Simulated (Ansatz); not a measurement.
# CuF2 (P4/mmm): convergence test of the plane-wave cutoff in Python

How high a cutoff does CuF2 (P4/mmm) need? The task is a convergence test of the plane-wave cutoff, for CuF2 (P4/mmm).

All numbers are computed with Ansatz 0.2.0 through its Python package. Level of theory: DFT r2SCAN, plane waves, PAW.

## 1. The structure

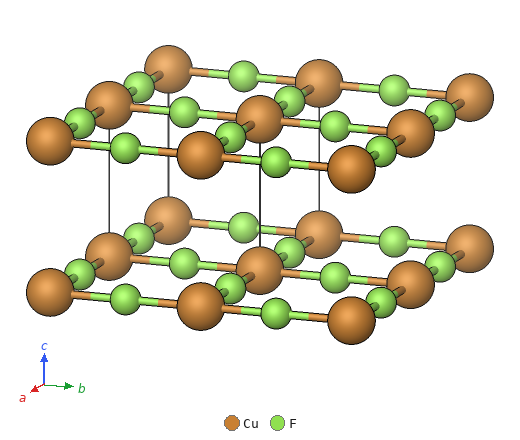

The structure that the script starts from, seen slightly off an axis (copper orange, fluorine green). 2×2×1 cells are drawn. Atoms on cell faces are repeated.

Input file POSCAR:

```text
CuF2
1.0
   3.74701100    0.00000000    0.00000000
   0.00000000    3.74701100    0.00000000
   0.00000000    0.00000000    3.60730500
Cu F
1 2
Direct
   0.00000000    0.00000000    0.00000000
   0.50000000    0.00000000    0.00000000
   0.00000000    0.50000000    0.00000000
```

## 2. The script

run_ecut.py

```python
"""Convergence of CuF2 with the plane-wave cutoff."""

import csv
import warnings

import ansatz as az
from ase.io import read

warnings.simplefilter("ignore", az.DeckWarning)

atoms = read("POSCAR", format="vasp")
cell = az.Crystal.from_ase(atoms)

calc = (
    cell.calculation()
    .functional("r2scan")
    .kpoints(8, 8, 8, center="gamma")
    .occupations("methfessel_paxton")
)

rows = []
for value in [300, 375, 450, 525, 600, 675]:
    data = calc.basis(value).run().report
    rows.append((value, data["free_energy_ev"] / len(data["lattice"]["sites"]), data["n_iterations"], data["n_pw"]))

with open("ecut.csv", "w", newline="") as handle:
    writer = csv.writer(handle)
    writer.writerow(["cutoff (eV)", "F/atom (eV)", "iterations", "plane waves"])
    writer.writerows([round(v, 5) if isinstance(v, float) else v for v in row] for row in rows)

# differences from the last row
for row in rows[:-1]:
    shift = 1000 * (row[1] - rows[-1][1])
    print(f"{row[0]}: {shift:+.2f} meV/atom" + ("  (within 2 meV)" if abs(shift) < 2 else ""))
```

## 3. The run

On the command line:

```sh
> python run_ecut.py
```

Output:

```text
300: +480.40 meV/atom
375: +28.65 meV/atom
450: +6.58 meV/atom
525: +4.02 meV/atom
600: +1.20 meV/atom  (within 2 meV)
```

Wall time 54 s (1 thread of AMD EPYC 7R43 (Zen 3), shared host); peak memory 0.63 GiB.

File ecut.csv afterwards:

```csv
cutoff (eV),F/atom (eV),iterations,plane waves
300,-2749.40789,8,611
375,-2749.85964,8,831
450,-2749.88171,7,1085
525,-2749.88427,7,1361
600,-2749.88709,7,1711
675,-2749.88829,7,2031
```

## 4. The runs side by side

From the records of these 6 runs:

| run | cutoff (eV) | energy from run 6 (meV/atom) | SCF cycles | CPU time (s) |
| --- | --- | --- | --- | --- |
| 1 | 300 | 480.40 | 8 | 6 |
| 2 | 375 | 28.65 | 8 | 5.5 |
| 3 | 450 | 6.58 | 7 | 7.5 |
| 4 | 525 | 4.02 | 7 | 9.6 |
| 5 | 600 | 1.20 | 7 | 11 |
| 6 | 675 | 0.00 | 7 | 12 |

Energies are free energies F = E - TS of the smeared occupations. 

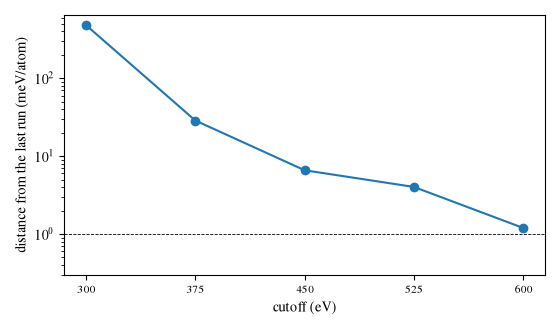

How far each run lies from the last one; the dashed line marks 1 meV/atom.

## 5. What came out

| quantity | value |
| --- | --- |
| runs compared | 6 |
| last run but one, from the last | +1.20 meV/atom |
| within 5 meV/atom of the last run from | 525 |

Runs 1, 2, 3: each has a cutoff under the recommended one; the sweep itself shows how far that matters. From 600 eV on it stays within 2 meV an atom of the value at 675 eV; the first row (300 eV) is off by 480.4 meV and the last but one by 1.20 meV. The energy falls steadily, as expected when plane waves are added. The last run costs about 2.1 times the first. The cell holds an odd number of electrons and is run without spin, so a magnetic state may lie lower. The mesh is modest for a metal, so energies can be off by several to tens of meV an atom and pressures by half a GPa or more; differences at equal mesh fare better. Without a Hubbard U or exact exchange, semilocal functionals often make such 3d compounds metallic or too weakly gapped. The structure comes from a database of computed cells and needn't be a stable or known phase. Shifts are counted from the last row, which is itself no proven limit. The script silences the warnings on its input, which a real study should read.
